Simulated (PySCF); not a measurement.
# BClGeH4O2: the cost of one run

Computed with PySCF 2.14.0, with density-fitted response routines of our own, on a single molecule in the gas phase. Atoms count from 0, in the outputs and in this text.

### Step 1. Starting geometry

9 atoms, charge 0, multiplicity 1; geometry from: GFN2-xTB. The atoms were then displaced at random by about 0.01 Å, so the start is not that level's minimum.

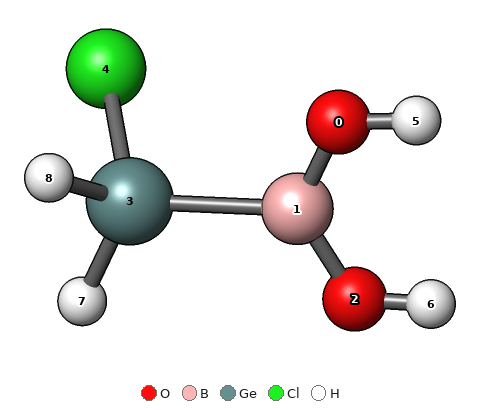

As it starts; oxygen red, boron pink, germanium teal, chlorine green, hydrogen white, atoms numbered; sticks join atoms by distance.

### Step 2. Geometry optimisation at PBE0-D3(BJ)/def2-SVP

The job: settings as JSON, then the geometry in Å.

```
{"job": {"xc": "PBE0", "basis": "def2-SVP", "d3": "d3bj", "grid": 1, "shake": 0.01, "kind": "geom"}, "charge": 0, "multiplicity": 1}
O     -1.317600     0.214610     1.050560
B     -0.635570    -0.205130    -0.004890
O     -1.054850    -1.115150    -0.907850
Ge     1.277890     0.565500    -0.245070
Cl     2.455680    -0.050930     1.377490
H     -2.217550    -0.109690     1.218760
H     -1.896330    -1.511160    -0.812100
H      2.037780     0.117050    -1.467650
H      1.408350     2.077760    -0.243000
```

The run is started by

```bash
$ OMP_NUM_THREADS=1 python probes_run.py task.json out
```

The driver reads the jobs from task.json and runs them one after another.

Q: Estimate the wall time and peak memory of this first job on 1 thread of Arm Neoverse V2, shared host.

About 39 s, with a peak of 0.45 GiB.
